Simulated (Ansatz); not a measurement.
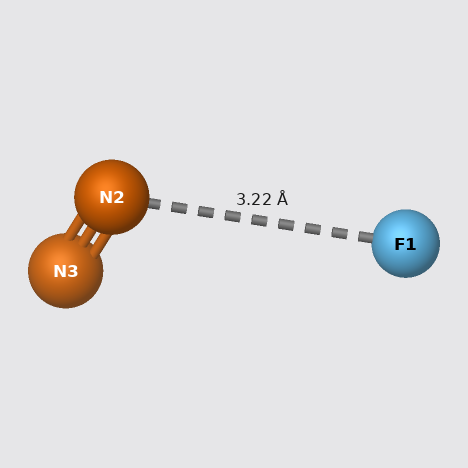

Two molecules or ions; the broken line marks their closest contact (measured against van der Waals radii). State: charge −1, singlet. Geometry: a pair of rigid molecules at a changed separation. Program: Ansatz 0.2.0.

Which two species are they?

F and N2 (`N#N.[F-]`).

Give the counterpoise-corrected interaction energy (kJ/mol, monomers kept as in the pair) with RHF-CCSD(T) (frozen core)/def2-TZVPPD; ωB97M-V/def2-TZVPPD.

| level | interaction energy (kJ/mol) |
| --- | --- |
| RHF-CCSD(T) (frozen core)/def2-TZVPPD | −10.6 |
| ωB97M-V/def2-TZVPPD | −11.2 |
